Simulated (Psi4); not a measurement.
# Si2H4ClF (SMILES F[SiH]([SiH3])Cl): HSE06/def2-SVP

Aim: the vertical singlet–triplet gap of Si2H4ClF at HSE06/def2-SVP, from 2 runs. 

Program for the calculation: Psi4 1.11.

1 further run of the same task is left out (set aside as unsound or not needed). Runs told in other sessions of the task aren't counted.

### Step 1. Starting point

Si2H4ClF has 8 atoms, charge 0, and is taken as a singlet. As SMILES, `F[SiH]([SiH3])Cl`. The coordinates come from a PBE0-D4/def2-TZVP relaxation.

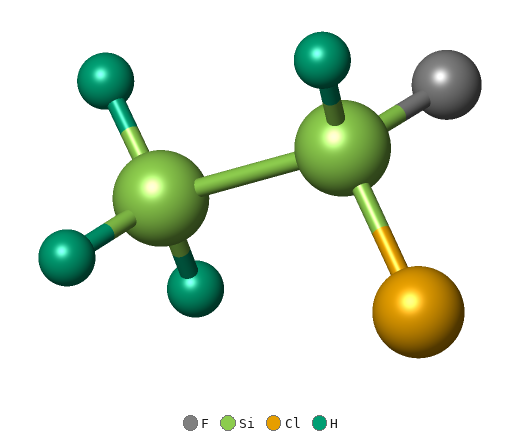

The structure, seen from a chosen angle (fluorine grey, silicon green, chlorine amber, hydrogen teal).

### Step 2. Energy and forces at HSE06/def2-SVP

The input, run.py:

```python
import numpy as np
from ase.calculators.psi4 import Psi4
from ase import Atoms

mol = Atoms(['F', 'Si', 'Si', 'Cl', 'H', 'H', 'H', 'H'], positions=[
    [-1.329000, 1.796800, 0.161200],
    [-0.382900, 0.812800, -0.667700],
    [0.539000, -0.793000, 0.761300],
    [-1.534100, -0.130100, -2.075900],
    [0.596600, 1.655400, -1.392300],
    [1.355700, -0.131100, 1.812300],
    [1.403500, -1.693800, -0.044400],
    [-0.556600, -1.574100, 1.389600],
])
calc = Psi4(atoms=mol, method='hse06', basis='def2-SVP', memory='2200MB', num_threads=1, charge=0, multiplicity=1, label='clfh4si2')
calc.psi4.set_options({'puream': True, 'e_convergence': 1e-09, 'd_convergence': 1e-08, 'scf_type': 'pk', 'dft_radial_points': 99, 'dft_spherical_points': 590})
mol.calc = calc

forces = mol.get_forces()
print(f'energy: {mol.get_potential_energy():.6f} eV')
print('forces / eV A^-1')
print(np.round(forces, 5))
```

Launch:

```sh
python run.py
```

clfh4si2.dat (excerpt; [...] marks lines left out):

```text
[...]
  Running in c1 symmetry.
[...]
  Nuclear repulsion =  276.204993495700592
[...]
  Multiplicity = 1
[...]
  Nalpha       = 29
  Nbeta        = 29
[...]
    Number of basis functions: 88
[...]
   @RKS iter   1: -1140.62055100932730   -2.99824e-01   4.40899e-03 DIIS/ADIIS
[...]
   @RKS iter  11: -1140.68614471626097   -2.04636e-12   2.17832e-09 DIIS
[...]
    Orbital Energies [Eh]
    ---------------------
    Doubly Occupied:
       1A   -101.672571     2A    -66.307236     3A    -66.237101
       4A    -24.758844     5A     -9.518921     6A     -7.255669
       7A     -7.249923     8A     -7.249482     9A     -5.387483
      10A     -5.327804    11A     -3.726850    12A     -3.724770
      13A     -3.721911    14A     -3.664461    15A     -3.664155
      16A     -3.664092    17A     -1.190612    18A     -0.842117
      19A     -0.583368    20A     -0.535532    21A     -0.464634
      22A     -0.459259    23A     -0.447320    24A     -0.381608
      25A     -0.365301    26A     -0.360066    27A     -0.349752
      28A     -0.335070    29A     -0.292378
[...]
  @RKS Final Energy: -1140.68614471626097
   => Energetics <=
    Nuclear Repulsion Energy =            276.2049934957005917
    One-Electron Energy =               -2129.6023471828802940
    Two-Electron Energy =                 775.3262413978012546
    DFT Exchange-Correlation Energy =     -62.6150324268823866
    Empirical Dispersion Energy =           0.0000000000000000
    VV10 Nonlocal Energy =                  0.0000000000000000
    Total Energy =                      -1140.6861447162609693
[...]
 Multipole Moments:
 ------------------------------------------------------------------------------------
     Multipole            Electronic (a.u.)      Nuclear  (a.u.)        Total (a.u.)
 ------------------------------------------------------------------------------------
 L = 1.  Multiply by 2.5417464519 to convert [e a0] to [Debye]
 Dipole X            :         -5.9289677            6.5030866            0.5741190
 Dipole Y            :          3.5025134           -3.6919599           -0.1894465
 Dipole Z            :         -4.3498605            4.5109509            0.1610904
 Magnitude           :                                                    0.6256618
[...]
  -Total Gradient:
     Atom            X                  Y                   Z
    ------   -----------------  -----------------  -----------------
       1        0.011434548766    -0.011580221326    -0.010740169880
       2       -0.012825105962     0.008711984803     0.006092879457
       3        0.001076608464    -0.001894448690     0.001532801404
       4        0.003699467832     0.003671837502     0.004110783703
       5       -0.002233939576    -0.001170857428     0.000748319269
       6       -0.001557918761    -0.001126360963    -0.002075303999
       7       -0.001696698135     0.001870604658     0.001486103455
       8        0.002076964623     0.001508393347    -0.001193630933
[...]
```

Standard output:

```text
energy: -31039.651017 eV
forces / eV A^-1
[[-0.58799  0.59548  0.55228]
 [ 0.65949 -0.44799 -0.31331]
 [-0.05536  0.09742 -0.07882]
 [-0.19023 -0.18881 -0.21138]
 [ 0.11487  0.06021 -0.03848]
 [ 0.08011  0.05792  0.10672]
 [ 0.08725 -0.09619 -0.07642]
 [-0.1068  -0.07756  0.06138]]
```

Run time: 23 s. Hardware: 1 thread of AMD EPYC 9R45 (Zen 5), shared host; peak memory 1.2 GiB.

### Step 3. The triplet, same level

The input, clfh4si2.xyz:

```xyz
8
ClFH4Si2
F     -1.329000     1.796800     0.161200
Si    -0.382900     0.812800    -0.667700
Si     0.539000    -0.793000     0.761300
Cl    -1.534100    -0.130100    -2.075900
H      0.596600     1.655400    -1.392300
H      1.355700    -0.131100     1.812300
H      1.403500    -1.693800    -0.044400
H     -0.556600    -1.574100     1.389600
```

The input, job.py:

```python
import psi4

psi4.set_memory('2200 MB')
psi4.set_num_threads(1)
psi4.set_output_file('output.dat', False)

with open('clfh4si2.xyz') as f:
    atoms = ''.join(f.readlines()[2:])
molecule = psi4.geometry('0 3\n' + atoms + 'symmetry c1\nno_reorient\nno_com')

psi4.set_options({
    'basis': 'def2-SVP',
    'reference': 'uks',
    'puream': True,
    'e_convergence': 1e-09,
    'd_convergence': 1e-08,
    'scf_type': 'pk',
    'dft_radial_points': 99,
    'dft_spherical_points': 590,
    'maxiter': 100,
})

e_tot = psi4.gradient('HSE06', molecule=molecule)
print('gradient / Eh bohr^-1')
print(e_tot.np.round(6))
for k, v in sorted(psi4.core.scalar_variables().items()):
    print(f'{k:45s} {v:18.10f}')
```

Launch:

```sh
python job.py
```

output.dat (excerpt; [...] marks lines left out):

```text
[...]
  Running in c1 symmetry.
[...]
  Nuclear repulsion =  276.204993495700592
[...]
  Multiplicity = 3
[...]
  Nalpha       = 30
  Nbeta        = 28
[...]
    Number of basis functions: 88
[...]
   @UKS iter   1: -1140.33659374530362   -1.58671e-02   5.06411e-03 ADIIS/DIIS
[...]
   @UKS iter  18: -1140.46800373422161   -7.73070e-12   6.85425e-09 DIIS
[...]
   @S^2 Observed:                2.003663618E+00
[...]
  @UKS Final Energy: -1140.46800373422161
   => Energetics <=
    Nuclear Repulsion Energy =            276.2049934957005917
    One-Electron Energy =               -2128.5666592559455239
    Two-Electron Energy =                 774.4658879307010011
    DFT Exchange-Correlation Energy =     -62.5722259046779001
    Empirical Dispersion Energy =           0.0000000000000000
    VV10 Nonlocal Energy =                  0.0000000000000000
    Total Energy =                      -1140.4680037342218384
  UHF NO Occupations:
  HONO-2 :   28  A 1.9991169
  HONO-1 :   29  A 1.0000000
[...]
 Multipole Moments:
 ------------------------------------------------------------------------------------
     Multipole            Electronic (a.u.)      Nuclear  (a.u.)        Total (a.u.)
 ------------------------------------------------------------------------------------
 L = 1.  Multiply by 2.5417464519 to convert [e a0] to [Debye]
 Dipole X            :         62.9648656          -62.4669758            0.4978898
 Dipole Y            :        -23.9052327           23.6085375           -0.2966952
 Dipole Z            :         58.1461795          -58.1353456            0.0108339
 Magnitude           :                                                    0.5796893
[...]
  -Total Gradient:
     Atom            X                  Y                   Z
    ------   -----------------  -----------------  -----------------
       1        0.020868343829    -0.016149408527    -0.007897224218
       2       -0.019089694698     0.009982772666     0.018259703900
       3        0.002323073552    -0.002465503775    -0.009496683835
       4        0.013142097145     0.004486595798     0.000193919013
       5       -0.007564865976    -0.007617193424    -0.006567801393
       6       -0.007101107233    -0.004460258947    -0.000029523218
       7       -0.008368820082     0.011331724093     0.002861517247
       8        0.005755822509     0.004888561294     0.002641910228
[...]
```

On the terminal:

```text
gradient / Eh bohr^-1
[[ 2.0868e-02 -1.6149e-02 -7.8970e-03]
 [-1.9090e-02  9.9830e-03  1.8260e-02]
 [ 2.3230e-03 -2.4660e-03 -9.4970e-03]
 [ 1.3142e-02  4.4870e-03  1.9400e-04]
 [-7.5650e-03 -7.6170e-03 -6.5680e-03]
 [-7.1010e-03 -4.4600e-03 -3.0000e-05]
 [-8.3690e-03  1.1332e-02  2.8620e-03]
 [ 5.7560e-03  4.8890e-03  2.6420e-03]]
CURRENT ENERGY                                  -1140.4680037342
CURRENT REFERENCE ENERGY                        -1140.4680037342
DD SOLVATION ENERGY                                 0.0000000000
DFT FUNCTIONAL TOTAL ENERGY                     -1140.4680037342
DFT TOTAL ENERGY                                -1140.4680037342
DFT VV10 ENERGY                                     0.0000000000
DFT XC ENERGY                                     -62.5722259047
GRID ELECTRONS ALPHA                               29.9999997988
GRID ELECTRONS BETA                                27.9999991744
GRID ELECTRONS TOTAL                               57.9999989732
NUCLEAR REPULSION ENERGY                          276.2049934957
ONE-ELECTRON ENERGY                             -2128.5666592559
PCM POLARIZATION ENERGY                             0.0000000000
PE ENERGY                                           0.0000000000
SCF ITERATION ENERGY                            -1140.4680037342
SCF ITERATIONS                                     18.0000000000
SCF TOTAL ENERGY                                -1140.4680037342
TWO-ELECTRON ENERGY                               774.4658879307
XC GRID RADIAL POINTS                              99.0000000000
XC GRID SPHERICAL POINTS                          590.0000000000
XC GRID TOTAL POINTS                           441222.0000000000
```

Run time: 44 s. Hardware: 1 thread of AMD EPYC 9R45 (Zen 5), shared host; peak memory 1.2 GiB.

### Step 4. Outcome

At HSE06/def2-SVP:

| quantity | value |
| --- | --- |
| singlet: total energy | -1140.68614 Eh |
| singlet: dipole moment | 1.59 D |
| singlet: HOMO energy | -7.96 eV |
| singlet: LUMO energy | -0.67 eV |
| singlet: HOMO–LUMO gap | 7.28 eV |
| singlet: largest force on an atom | 1.003 eV/Å |
| triplet: total energy | -1140.46800 Eh |
| triplet: dipole moment | 1.47 D |
| triplet: HOMO energy (highest over α and β) | -2.25 eV |
| triplet: ⟨S²⟩ | 2.004 |
| triplet: largest force on an atom | 1.452 eV/Å |
| vertical energy of the triplet above the singlet | 5.936 eV |

At this shape the triplet lies 5.94 eV (137 kcal/mol) above the singlet. The largest force (singlet) is 1.00 eV/Å: the shape isn't a stationary point for this species at this level.
